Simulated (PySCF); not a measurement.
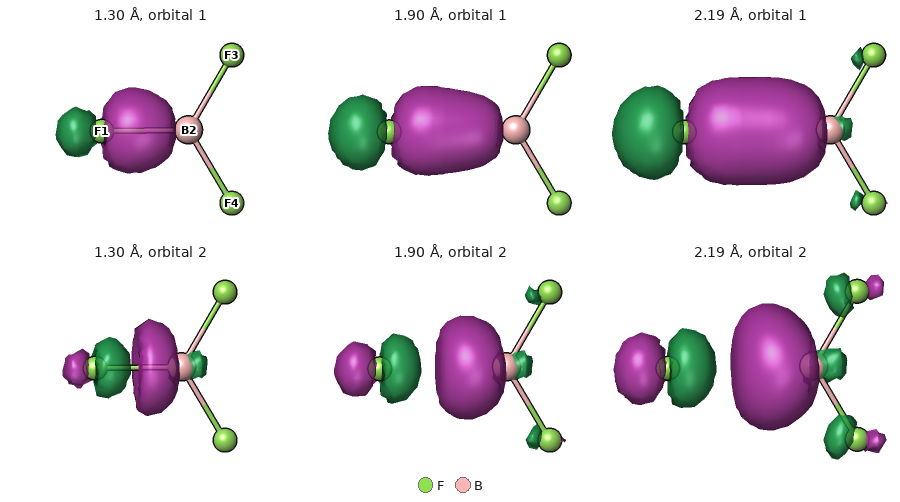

*BF₃, SMILES `FB(F)F`. Rigid stretch of the F1–B2 bond. The two CASSCF(2,2) natural orbitals nearest half filling (orbital 1 the more occupied).*

Level of theory: def2-SVP basis (PySCF), at a geometry from GFN2-xTB. No frequency check shows the geometry to be a minimum.

Geometry (Å), atoms numbered from 1:

```
F1      -1.2997   -0.0422    0.0000
B2       0.0000    0.0000    0.0000
F3       0.6133    1.1467    0.0000
F4       0.6864   -1.1045    0.0000
```

How do the occupations change along the stretch?

1.30 Å: 1.99 and 0.01; 1.90 Å: 1.93 and 0.07; 2.19 Å: 1.84 and 0.16. At the longest distance computed (3.95 Å) they are 1.00 and 1.00, and the effective number of unpaired electrons is 2.0.

Where does the UHF solution part from RHF?

Between 1.90 Å (⟨S²⟩ = 0, the two coincide) and 2.19 Å (⟨S²⟩ = 0.55); at 3.95 Å ⟨S²⟩ is 1.00 and UHF lies 5.4 eV below RHF.
